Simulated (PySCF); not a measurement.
```yaml
atoms:
  - { symbol: C, position_ang: [3.9104, -0.9129, -0.6940] }
  - { symbol: C, position_ang: [3.1224, 0.1399, -0.5826] }
  - { symbol: C, position_ang: [1.8542, 0.1773, 0.2071] }
  - { symbol: C, position_ang: [0.6548, 0.4997, -0.6908] }
  - { symbol: Si, position_ang: [-0.9538, 0.6495, 0.2952] }
  - { symbol: F, position_ang: [-0.7033, 1.8465, 1.3752] }
  - { symbol: C, position_ang: [-1.7156, -0.8572, 1.1863] }
  - { symbol: Si, position_ang: [-3.4334, -0.5067, 0.3989] }
  - { symbol: C, position_ang: [-2.6224, 0.9255, -0.5886] }
  - { symbol: H, position_ang: [4.8133, -0.8927, -1.2807] }
  - { symbol: H, position_ang: [3.6887, -1.8419, -0.1937] }
  - { symbol: H, position_ang: [3.3684, 1.0603, -1.0978] }
  - { symbol: H, position_ang: [1.6970, -0.7807, 0.7058] }
  - { symbol: H, position_ang: [1.9345, 0.9497, 0.9765] }
  - { symbol: H, position_ang: [0.8475, 1.4377, -1.2143] }
  - { symbol: H, position_ang: [0.5659, -0.2714, -1.4562] }
  - { symbol: H, position_ang: [-1.2893, -1.8190, 0.9165] }
  - { symbol: H, position_ang: [-1.6905, -0.7983, 2.2705] }
  - { symbol: H, position_ang: [-4.4459, -0.0688, 1.3585] }
  - { symbol: H, position_ang: [-3.9468, -1.5974, -0.4318] }
  - { symbol: H, position_ang: [-2.6064, 0.7767, -1.6640] }
  - { symbol: H, position_ang: [-3.0604, 1.9035, -0.4148] }
```

Geometry: GFN2-xTB.

These are results of PBE0/pcSseg-1, SCF density, gas phase, non-relativistic in PySCF, not measurements.

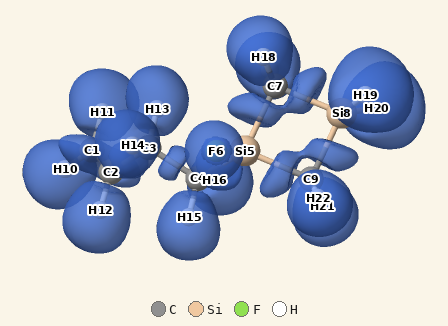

C6H13FSi2 (SMILES C=CCC[Si]1(F)C[SiH2]C1). Isosurface of the ELF at 0.75 (blue), seen at a tilt. Core shells and regions of very low density are left out.

### Where are the electrons localised?

The surface consists of three regions between bonded C–C atoms (shared pairs), one region between bonded C–Si atoms (shared pairs), 13 regions around hydrogen nuclei, two regions on C in which the atom's valence shell and bonds are merged and one region wrapped around F (its lone pairs, merged into a ring or cap).

Values along the shortest contacts:
C–C (1.32 Å): the ELF peaks at about 0.90 between the atoms: a short, multiple covalent bond. Si–F (1.63 Å): the ELF peaks at about 0.85 in the valence shell of F, 0.5 Å from its nucleus, and is about 0.50 at the midpoint.
